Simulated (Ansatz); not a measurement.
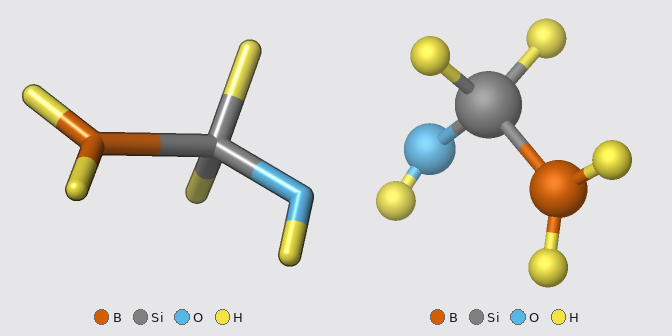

Both panels show the same species.

The geometry was computed by an optimisation with PBE0-D4/def2-TZVP. No frequency run is at hand to confirm it as a minimum.

**Which formula does it have?**

BH5OSi, 8 atoms: 1 boron, 5 hydrogen, 1 oxygen and 1 silicon.

**Give a SMILES string for it.**

B[SiH2]O

**How many atoms are distinct by symmetry?**

8: 1 B, 1 Si, 1 O, 1 H, 1 H, 1 H, 1 H, 1 H.

**Give the symmetry (Schoenflies symbol).**

C1.

**How many bonds of each kind are drawn?**

2 B–H, 2 Si–H, 1 B–Si, 1 O–Si, 1 O–H.

The parts below concern this one geometry. Atoms keep their numbers from picture to picture.

## Geometry

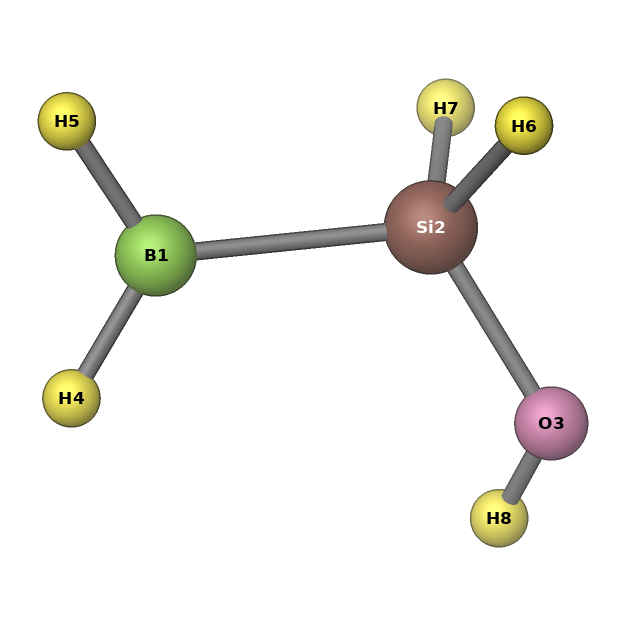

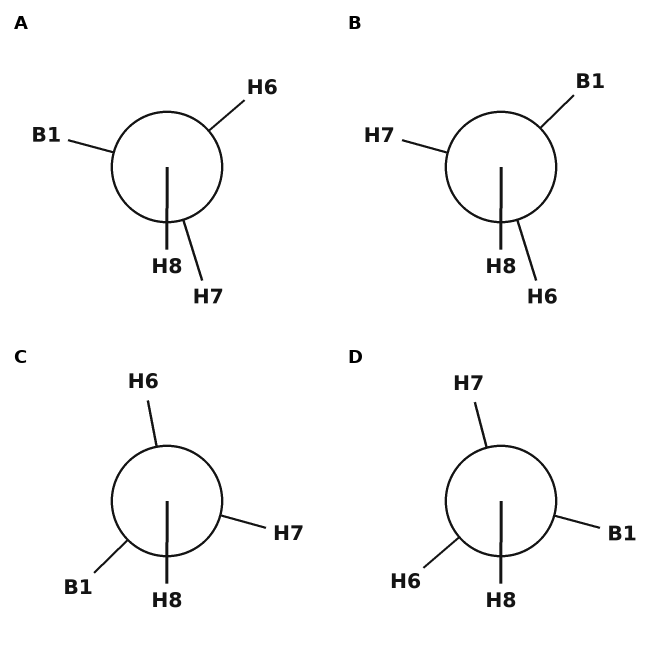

Distant atoms are faded towards the background colour. Bonds that would overlap in a projection are set slightly apart. No frequency run is at hand to confirm it as a minimum.

**Which Newman projection shows the view along O3–Si2, with O3 in front?**

C. The torsion angle H8–O3–Si2–B1 is 45°, synclinal (gauche).

## Charges

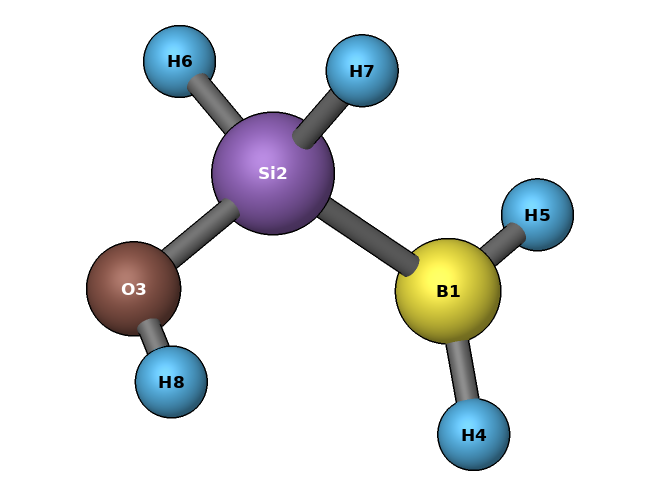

The questions are on Mulliken charges. No frequency run is at hand to confirm it as a minimum. Method: RKS PBE0-D4/def2-TZVP (Ansatz 0.2.0).

List the Mulliken charges.

| atom | value (e) |
| --- | --- |
| B1 | −0.09 |
| Si2 | 0.31 |
| O3 | −0.53 |
| H4 | 0.04 |
| H5 | 0.04 |
| H6 | −0.03 |
| H7 | −0.05 |
| H8 | 0.32 |

## Dipole moment

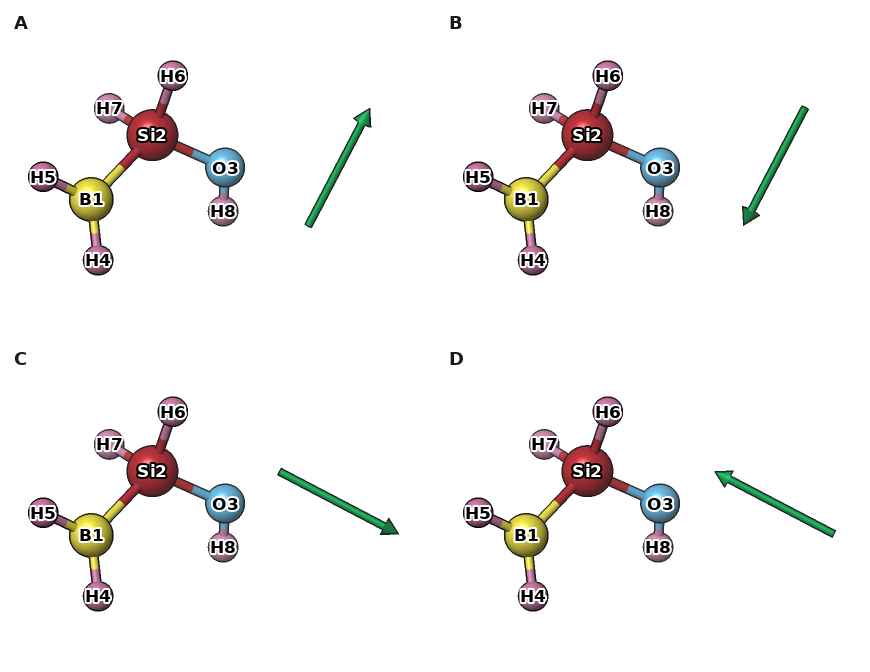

The same molecule four times, each with an arrow. No frequency run is at hand to confirm it as a minimum. Level of theory: RKS PBE0-D4/def2-TZVP (Ansatz 0.2.0).

**Which arrow points along the dipole moment, from the negative to the positive end?**

B. The dipole moment is 1.51 D; it points from the side of H6 to the side of H4 (the outermost atoms at the two ends).

## Electronic properties

No frequency run is at hand to confirm it as a minimum. Properties computed with RKS B3LYP-D4/def2-TZVPP (Ansatz 0.2.0).

**Estimate the dispersion correction.**

−17.9 kJ/mol.

Mulliken values depend strongly on the basis set and can even reverse the polarity of a bond.
